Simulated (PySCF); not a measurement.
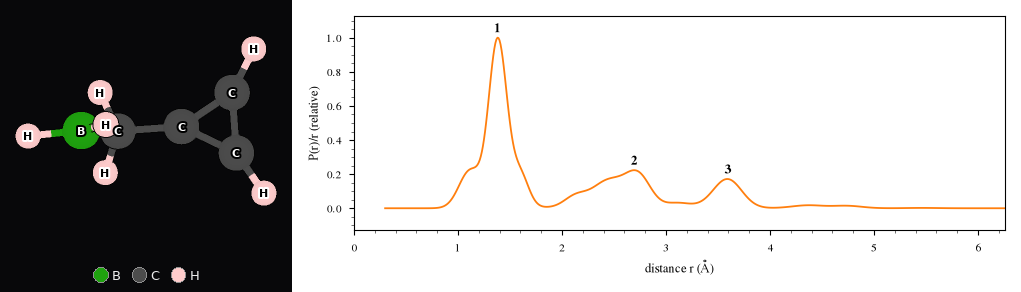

Simulated gas electron diffraction: radial distribution curve of C₄H₆B (charge +1, ignored in the scattering factors). Each pair of atoms contributes with weight ZᵢZⱼ/r; damping constant 0.002 Å²; vibrational amplitudes assumed, not computed: 0.05 Å for bonds, 0.078 Å for bonds to H, 0.06 + 0.015 r up to 0.15 Å for other pairs. The geometry is the end point of an optimisation (PySCF 2.14.0, density-fitted response routines, PBE0-D3(BJ)/def2-SVP geometry optimisation, gas phase); it may be a saddle point or a higher isomer. SMILES: BC[c+]1cc1.

> Which pairs of atoms lie under the numbered peaks? Mark bonded pairs by – and others by ···.

Peak 1, 1.38 Å: C–C 1.35–1.44 Å (×4), not resolved; in its flanks C–H 1.09–1.11 Å, C–B 1.60 Å
Peak 2, 2.69 Å: C···H 2.46–2.80 Å (×2), C···B 2.53 Å, C···C 2.73 Å (×2), not resolved; in its flanks C···H 2.12–2.39 Å
Peak 3, 3.59 Å: C···H 3.48–3.59 Å (×7), C···B 3.60–3.62 Å (×2), not resolved
